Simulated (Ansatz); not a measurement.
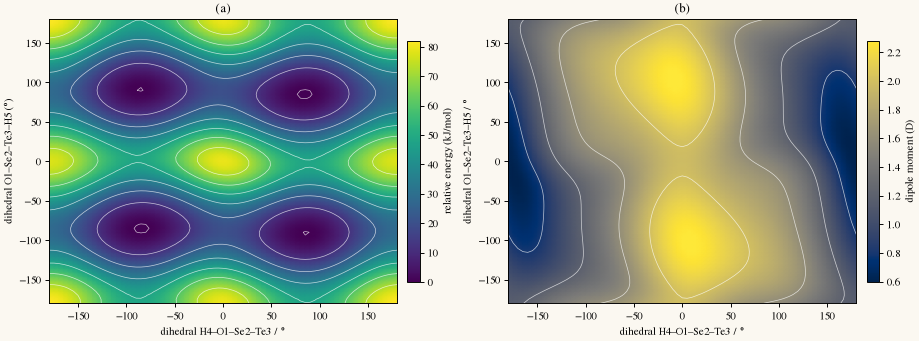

H₂OSeTe, SMILES O[Se][TeH]. Coordinates scanned: (1) dihedral H4–O1–Se2–Te3; (2) dihedral O1–Se2–Te3–H5. Nothing is relaxed (all other coordinates rigid). The grid has 18 × 18 points; 164 points were computed and 160 follow by symmetry. All energies are given in kJ/mol relative to the lowest grid point. All numbers below come from RKS PBE0-D4/def2-SVP (Ansatz 0.2.0).

Panel (a) is the energy; panel (b) is the computed dipole moment, in D.

In the figure: a smooth colour map with a few white contour lines. Between grid points the surface is interpolated.

> How does the dipole moment vary over the map, and what is it at the lowest grid point?

Leaving out the highest fifth of the energies, it runs from 0.64 D at dihedral H4–O1–Se2–Te3 = −160°, dihedral O1–Se2–Te3–H5 = −40° to 2.28 D at dihedral H4–O1–Se2–Te3 = 0°, dihedral O1–Se2–Te3–H5 = −100°. At the lowest grid point, dihedral H4–O1–Se2–Te3 = −80°, dihedral O1–Se2–Te3–H5 = −80°, it is 1.44 D.
